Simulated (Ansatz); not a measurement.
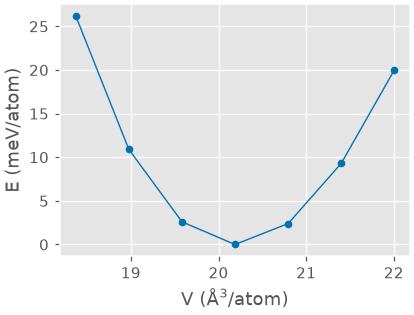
Fig. 1. Ga in space group Pm-3m (No. 221; Ga on 1b) under volume change, PBE in the plane-wave PAW code Ansatz, scaled uniformly.

Task: What does a third-order Birch–Murnaghan fit give for V₀, B₀ and B′?

Result: V₀ = 20.17 Å³/atom, B₀ = 44.9 GPa, B′ = 4.1.

The cell is a constructed one: a structure type filled with these elements; neither database checked (COD, Materials Project) lists it. It is not the phase usual at ambient conditions (space group No. 64). The cell was relaxed with PBE under the symmetry of its start. At this level the phase is mechanically unstable.

Potentials: the later of the program's two PAW sets.
